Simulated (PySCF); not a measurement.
**C6H5F3: a tour of settings**

Aim: see how C6H5F3 (`FC(F)(F)C#CC1CC1`) answers to the choice of functional, basis, grid and SCF options.

Programs: PySCF 2.14.0, with density-fitted response routines of our own. Each step states its level of theory. These are calculated values for one molecule, in the gas phase or a continuum, unless marked as measured. Atoms count from 0, in the outputs and in this text.

## 1. The molecule as given

14 atoms, charge 0, multiplicity 1; geometry from: GFN2-xTB.

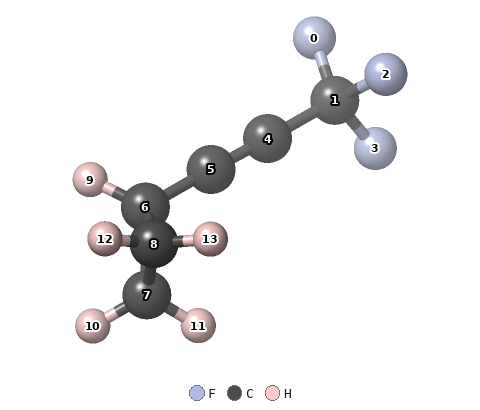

As it starts; fluorine light blue, carbon dark grey, hydrogen pink, atoms numbered.

## 2. Nuclear shieldings: PW91/6-31++G**

What the job is given:

```
{"job": {"kind": "nmr", "xc": "PW91", "basis": "6-31++G**", "pop": true}, "charge": 0, "multiplicity": 1}
F      3.674748     0.827310    -0.532660
C      2.811992    -0.166066    -0.808778
F      3.328024    -1.283325    -0.264645
F      2.845501    -0.343112    -2.142222
C      1.476035     0.117311    -0.323287
C      0.373937     0.369435     0.085169
C     -0.935691     0.642737     0.557852
C     -2.116547     0.146653    -0.240998
C     -1.782784    -0.501592     1.058875
H     -1.022872     1.599569     1.057341
H     -2.981391     0.789448    -0.297011
H     -1.909917    -0.396805    -1.149853
H     -2.414217    -0.313512     1.913237
H     -1.347497    -1.488524     1.039926
```

With the program's defaults for keys left out, this is: GIAO PW91/6-31++G** NMR shielding, non-relativistic, gas phase.

The run is started by

```bash
$ OMP_NUM_THREADS=1 python probes_run.py task.json out
```

One launch serves the whole session: the jobs run in the order shown.

Log:

```text
coarse grid: 12880 points
cycle   1  E = -530.8111790533  dE =  1.429e+00  |g| = 9.187e-01  |ddm| = 4.714e+02
cycle   2  E = -530.4112930323  dE =  3.999e-01  |g| = 1.762e+00  |ddm| = 1.825e+01
cycle   3  E = -530.9454484915  dE = -5.342e-01  |g| = 3.631e-01  |ddm| = 1.075e+01
cycle   4  E = -530.9753471018  dE = -2.990e-02  |g| = 1.380e-01  |ddm| = 2.341e+00
cycle   5  E = -530.9798743479  dE = -4.527e-03  |g| = 3.996e-02  |ddm| = 7.476e-01
cycle   6  E = -530.9802672291  dE = -3.929e-04  |g| = 7.285e-03  |ddm| = 5.081e-01
cycle   7  E = -530.9802789831  dE = -1.175e-05  |g| = 1.688e-03  |ddm| = 3.432e-02
cycle   8  E = -530.9802795679  dE = -5.849e-07  |g| = 2.709e-04  |ddm| = 1.285e-02
final grid: 128920 points
cycle   9  E = -530.9336045505  dE = -4.928e-05  |g| = 1.279e-02  |ddm| = 7.258e-01
cycle  10  E = -530.9335348777  dE =  6.967e-05  |g| = 2.245e-02  |ddm| = 1.995e-01
cycle  11  E = -530.9336381191  dE = -1.032e-04  |g| = 3.142e-03  |ddm| = 1.103e-01
cycle  12  E = -530.9336402461  dE = -2.127e-06  |g| = 1.330e-03  |ddm| = 1.482e-02
cycle  13  E = -530.9336406514  dE = -4.054e-07  |g| = 2.776e-04  |ddm| = 6.219e-03
cycle  14  E = -530.9336406694  dE = -1.801e-08  |g| = 6.255e-05  |ddm| = 2.497e-03
cycle  15  E = -530.9336406702  dE = -7.981e-10  |g| = 1.845e-05  |ddm| = 5.173e-04
converged SCF energy = -530.9336406702

GIAO shielding tensors (ppm)
atom      isotropic    diamagn.    paramagn.     s11        s22        s33       span
  0 F      226.810     453.011    -226.201    137.166    209.301    333.962    196.796
  1 C       71.765     242.117    -170.353     65.882     74.144     75.267      9.385
  2 F      227.442     452.746    -225.304    137.496    207.785    337.045    199.550
  3 F      227.439     452.741    -225.302    137.536    207.774    337.008    199.472
  4 C      132.633     281.260    -148.627     56.665     62.822    278.413    221.748
  5 C      105.500     262.166    -156.666     26.047     36.073    254.380    228.333
  6 C      190.393     248.792     -58.399    160.836    177.191    233.152     72.317
  7 C      180.935     256.333     -75.398    152.260    181.348    209.195     56.935
  8 C      180.940     256.300     -75.360    152.279    181.385    209.155     56.876
  9 H       30.240      24.417       5.823     22.858     27.981     39.880     17.023
 10 H       30.812      29.553       1.259     25.372     26.632     40.432     15.060
 11 H       30.907      32.440      -1.532     25.728     28.395     38.599     12.871
 12 H       30.814      29.556       1.258     25.376     26.633     40.434     15.058
 13 H       30.910      32.445      -1.535     25.729     28.399     38.601     12.872
```

It took 47 s on 1 thread of Arm Neoverse V1, shared host; peak memory 0.66 GiB.

The references, computed at this level on geometries of the same kind, shield at (ppm): 1H TMS 31.79, 13C TMS 194.2, 19F CFCl3 160.4. Their shielding less the atom's gives the shift. The references are single molecules in the gas phase, so shifts against H2O, NH3, PH3, H3PO4 or CFCl3 are not on the usual liquid scales and can be off by tens of ppm. Atoms listed in one row are averaged.

```
     atoms                               environment  σ (ppm)  δ (ppm)
        C1                                CF3 carbon     71.8    122.5
        C5                             alkyne carbon    105.5     88.7
        C4                             alkyne carbon    132.6     61.6
    C7, C8                three-membered-ring carbon    180.9     13.3
        C6                three-membered-ring carbon    190.4      3.8
        H9  hydrogen on a three-membered-ring carbon    30.24     1.55
  H10, H12  hydrogen on a three-membered-ring carbon    30.81     0.98
  H11, H13  hydrogen on a three-membered-ring carbon    30.91     0.88
F0, F2, F3                   fluorine of a CF3 group    227.2    -66.9
```

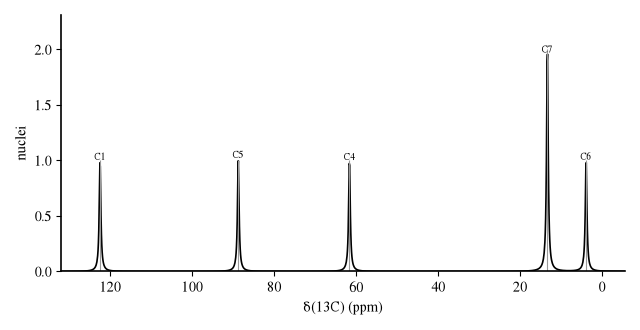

13C lines at the computed shifts, without couplings. Lines are broadened to a width of 0.47 ppm (Lorentzian).

Charges from the same density, by scheme (e):

```
     atoms    IAO  Hirshfeld  ESP fit
F0, F2, F3  -0.27      -0.10    -0.18
        C1   0.77       0.25     0.55
        C4  -0.14      -0.09    -0.13
        C5   0.03       0.00    -0.08
        C6  -0.15      -0.03    -0.01
    C7, C8  -0.28      -0.07    -0.31
```

ESP fit charges:

F0 -0.19; C1 0.55; F2 -0.18; F3 -0.18; C4 -0.13; C5 -0.08; C6 -0.01; C7 -0.32; C8 -0.30; H9 0.16; H10 0.16; H11 0.19; H12 0.15; H13 0.18

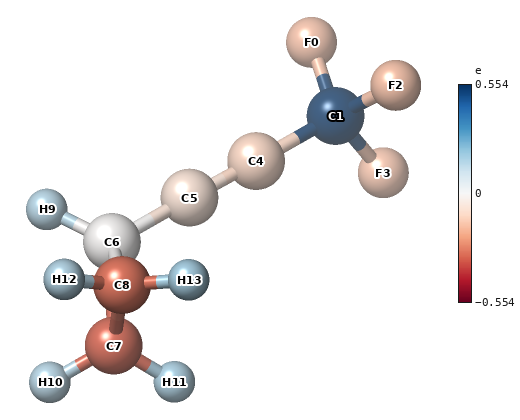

ESP fit charges, as colours on the atoms.

Mulliken charges and Mayer bond orders break down with diffuse functions, so they are left out here.

With diffuse functions Mulliken charges and Mayer bond orders lose their meaning; the other schemes are steadier.

Ring of atoms C6, C7, C8: NICS(0) -44.0, NICS(1) -8.3, NICS(1)zz -23.0 ppm (means of both faces).

In rings of three or four atoms NICS is ruled by the nearby σ bonds, so it says little on aromaticity.

The fields below are evaluated on a grid from the run's orbitals.

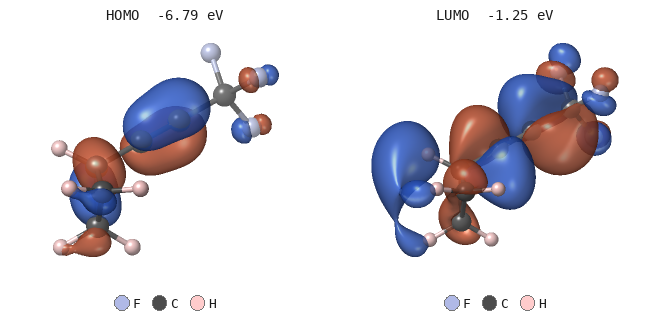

PW91/6-31++G** orbitals near the gap, drawn at the value that encloses 70 % of each; the two colours are the two signs.

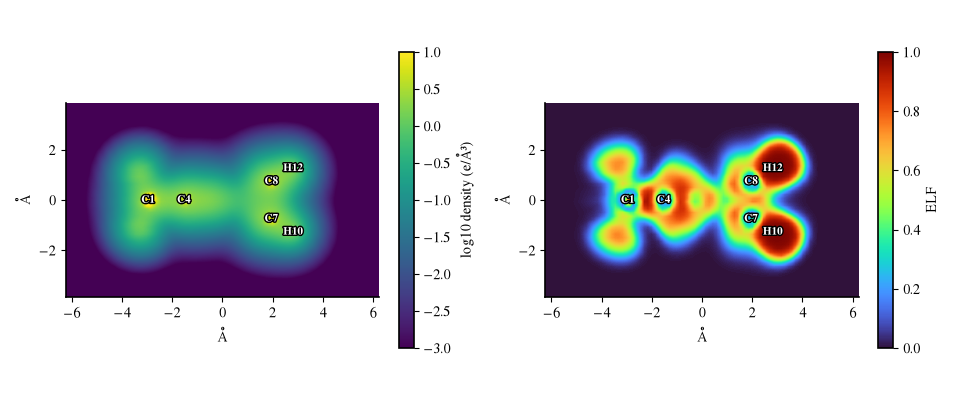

Density (left) and ELF (right) in a plane through or near 6 of the atoms.

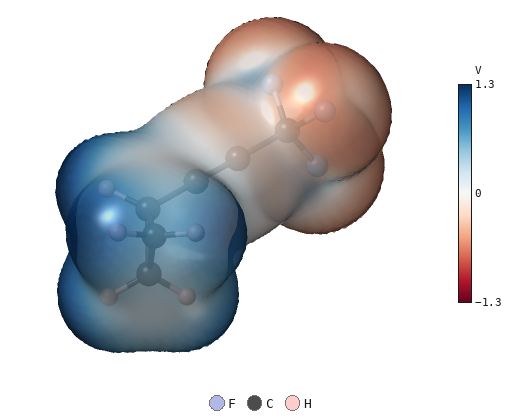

Electrostatic potential on the surface of density 0.002 e/bohr³; red is low, blue high. It runs from -0.66 V near F2 to 1.30 V near H9.

## 3. Shielding tensors: WP04/aug-cc-pVDZ

The job, as its differences from that of step 2:

```diff
@@ -1,2 +1,2 @@
-{"job": {"kind": "nmr", "xc": "PW91", "basis": "6-31++G**", "pop": true}, "charge": 0, "multiplicity": 1}
+{"job": {"kind": "nmr", "xc": "WP04", "basis": "aug-cc-pVDZ", "pop": false, "scf": {"damp": 0.3}}, "charge": 0, "multiplicity": 1}
 F      3.674748     0.827310    -0.532660
```

With the program's defaults for keys left out, this is: GIAO WP04/aug-cc-pVDZ NMR shielding, non-relativistic, gas phase.

Log:

```text
damping 0.30 in the first 6 cycles
final grid: 128920 points
cycle   1  E = -541.5472676929  dE =  1.581e+00  |g| = 1.260e+00  |ddm| = 1.627e+01
cycle   2  E = -541.6485428980  dE = -1.013e-01  |g| = 1.028e+00  |ddm| = 5.281e+00
cycle   3  E = -541.6466056691  dE =  1.937e-03  |g| = 9.578e-01  |ddm| = 4.548e+00
cycle   4  E = -541.5324803359  dE =  1.141e-01  |g| = 1.156e+00  |ddm| = 4.662e+00
cycle   5  E = -541.2273786746  dE =  3.051e-01  |g| = 1.535e+00  |ddm| = 5.898e+00
cycle   6  E = -539.4235330350  dE =  1.804e+00  |g| = 3.076e+00  |ddm| = 1.336e+01
cycle   7  E = -530.6194408533  dE =  8.804e+00  |g| = 5.519e+00  |ddm| = 4.147e+01
cycle   8  E = -541.6714793618  dE = -1.105e+01  |g| = 7.733e-01  |ddm| = 4.082e+01
cycle   9  E = -541.7339794136  dE = -6.250e-02  |g| = 6.583e-01  |ddm| = 4.880e+00
cycle  10  E = -541.8226272370  dE = -8.865e-02  |g| = 1.279e-01  |ddm| = 2.009e+00
cycle  11  E = -541.8256200106  dE = -2.993e-03  |g| = 5.904e-02  |ddm| = 4.324e-01
cycle  12  E = -541.8263779507  dE = -7.579e-04  |g| = 1.275e-02  |ddm| = 1.860e-01
cycle  13  E = -541.8264126598  dE = -3.471e-05  |g| = 4.080e-03  |ddm| = 5.054e-02
cycle  14  E = -541.8264168193  dE = -4.159e-06  |g| = 5.813e-04  |ddm| = 1.481e-02
cycle  15  E = -541.8264168936  dE = -7.429e-08  |g| = 2.064e-04  |ddm| = 2.677e-03
cycle  16  E = -541.8264169046  dE = -1.095e-08  |g| = 5.893e-05  |ddm| = 7.555e-04
cycle  17  E = -541.8264169054  dE = -8.348e-10  |g| = 1.353e-05  |ddm| = 2.734e-04
converged SCF energy = -541.8264169054

GIAO shielding tensors (ppm)
atom      isotropic    diamagn.    paramagn.     s11        s22        s33       span
  0 F      245.853     475.981    -230.128    155.060    225.298    357.201    202.142
  1 C       66.528     262.212    -195.683     63.079     67.757     68.749      5.670
  2 F      246.095     478.155    -232.060    154.935    224.097    359.253    204.317
  3 F      246.097     478.085    -231.989    154.977    224.085    359.228    204.251
  4 C      132.191     243.503    -111.312     54.838     60.760    280.974    226.135
  5 C      104.571     273.856    -169.284     23.906     32.567    257.242    233.336
  6 C      183.232     188.268      -5.036    153.628    168.667    227.401     73.772
  7 C      175.125     204.194     -29.069    146.103    176.422    202.851     56.748
  8 C      175.132     204.136     -29.004    146.125    176.465    202.807     56.683
  9 H       30.674      21.818       8.856     23.633     28.541     39.850     16.216
 10 H       31.169      35.846      -4.677     26.107     27.133     40.266     14.158
 11 H       31.206      31.415      -0.210     26.217     29.009     38.392     12.175
 12 H       31.171      35.838      -4.667     26.111     27.134     40.268     14.157
 13 H       31.208      31.403      -0.195     26.218     29.012     38.394     12.176
```

It took 50 s on 1 thread of Arm Neoverse V1, shared host; peak memory 0.96 GiB.

This run: δ C1 121.5, C5 83.5, C4 55.9, C7 12.9, H9 1.54, H10 1.04 ppm (means over like atoms).

## 4. Shielding tensors: CAM-B3LYP/6-31++G**

The job, as its differences from that of step 3:

```diff
@@ -1,2 +1,2 @@
-{"job": {"kind": "nmr", "xc": "WP04", "basis": "aug-cc-pVDZ", "pop": false, "scf": {"damp": 0.3}}, "charge": 0, "multiplicity": 1}
+{"job": {"kind": "nmr", "xc": "CAM-B3LYP", "basis": "6-31++G**", "pop": true}, "charge": 0, "multiplicity": 1}
 F      3.674748     0.827310    -0.532660
```

Method: GIAO CAM-B3LYP/6-31++G** NMR shielding, non-relativistic, gas phase.

Log:

```text
coarse grid: 12880 points
cycle   1  E = -530.7780463823  dE =  1.872e+00  |g| = 9.216e-01  |ddm| = 4.714e+02
cycle   2  E = -530.7265641389  dE =  5.148e-02  |g| = 1.157e+00  |ddm| = 5.528e+00
cycle   3  E = -530.9404654866  dE = -2.139e-01  |g| = 1.095e-01  |ddm| = 2.714e+00
cycle   4  E = -530.9421966098  dE = -1.731e-03  |g| = 6.397e-02  |ddm| = 6.314e-01
cycle   5  E = -530.9431181173  dE = -9.215e-04  |g| = 1.855e-02  |ddm| = 2.244e-01
cycle   6  E = -530.9431949946  dE = -7.688e-05  |g| = 1.676e-03  |ddm| = 9.390e-02
cycle   7  E = -530.9431958386  dE = -8.439e-07  |g| = 3.508e-04  |ddm| = 1.448e-02
final grid: 128920 points
cycle   8  E = -530.9081271970  dE = -2.450e-05  |g| = 4.939e-03  |ddm| = 1.415e-01
cycle   9  E = -530.9081265973  dE =  5.997e-07  |g| = 5.639e-03  |ddm| = 3.892e-02
cycle  10  E = -530.9081321846  dE = -5.587e-06  |g| = 3.696e-04  |ddm| = 1.678e-02
cycle  11  E = -530.9081322064  dE = -2.178e-08  |g| = 2.161e-04  |ddm| = 2.787e-03
cycle  12  E = -530.9081322156  dE = -9.168e-09  |g| = 9.030e-05  |ddm| = 1.106e-03
cycle  13  E = -530.9081322174  dE = -1.890e-09  |g| = 1.669e-05  |ddm| = 5.165e-04
cycle  14  E = -530.9081322175  dE = -6.810e-11  |g| = 4.069e-06  |ddm| = 1.317e-04
converged SCF energy = -530.9081322175

GIAO shielding tensors (ppm)
atom      isotropic    diamagn.    paramagn.     s11        s22        s33       span
  0 F      247.185     455.024    -207.839    158.380    230.053    353.121    194.741
  1 C       77.288     242.381    -165.092     71.914     79.309     80.643      8.729
  2 F      247.116     455.702    -208.586    158.065    228.056    355.227    197.162
  3 F      247.117     455.692    -208.575    158.112    228.047    355.194    197.082
  4 C      134.891     280.761    -145.870     56.556     63.252    284.864    228.308
  5 C      105.736     263.326    -157.590     24.524     34.897    257.787    233.263
  6 C      196.808     245.166     -48.358    167.824    183.220    239.380     71.556
  7 C      186.210     252.064     -65.854    157.045    186.593    214.992     57.947
  8 C      186.212     252.025     -65.813    157.061    186.627    214.949     57.888
  9 H       30.552      24.623       5.929     23.041     28.077     40.537     17.496
 10 H       30.965      29.533       1.433     25.391     26.527     40.979     15.588
 11 H       31.033      31.382      -0.348     25.612     28.293     39.195     13.584
 12 H       30.967      29.533       1.435     25.394     26.527     40.981     15.586
 13 H       31.036      31.384      -0.348     25.613     28.296     39.198     13.585
```

Run time: 35 s. Hardware: 1 thread of Arm Neoverse V1, shared host; peak memory 0.93 GiB.

Key values: δ C1 120.1, C5 91.7, C4 62.5, C7 11.2, H9 1.37, H10 0.95 ppm (means over like atoms).

[end of part 1 of 2]
